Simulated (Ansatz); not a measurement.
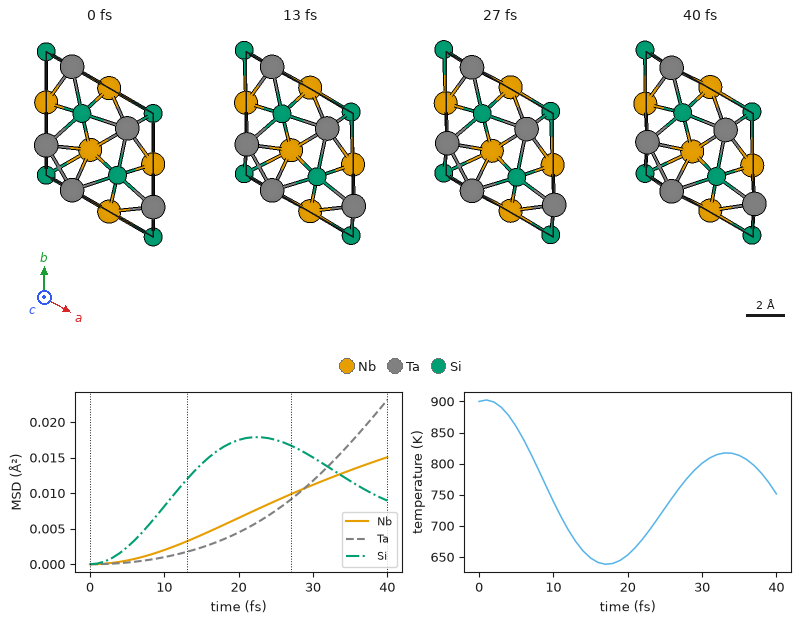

Molecular dynamics of a 9-atom cell of TaNbSi, 40 fs long. Frames and the history of the run. A ball-and-stick model of the simulation cell, seen along the c axis. Bonds to atoms that aren't drawn are left out.

All numbers below come from DFT, PAW plane waves, PBE (Ansatz 0.2.0). Settings: plane-wave cutoff 420 eV; k-point mesh 3 × 3 × 4; Gaussian smearing 0.1 eV; Nosé-Hoover thermostat (NVT); set temperature 900 K; time step 1 fs.

What happens in this trajectory?

Answer. The mean temperature in the second half is 761 K (standard deviation 52 K). The potential energy in the second half lies on average 17.1 meV per atom above the first frame. In the second half of the run the atoms are, in the root-mean-square, this far from where they began (common drift taken out): Si 0.12 Å, Ta 0.11 Å, Nb 0.10 Å. The run lasts only 40 fs, too short to tell vibration from diffusion.

Limits of the set-up: the k-point mesh is coarse for a cell with partly filled bands.

The run took 53 s on 2 threads of AMD EPYC 9R45 96-Core Processor (Zen 5), on a shared host, peak memory 0.64 GiB.
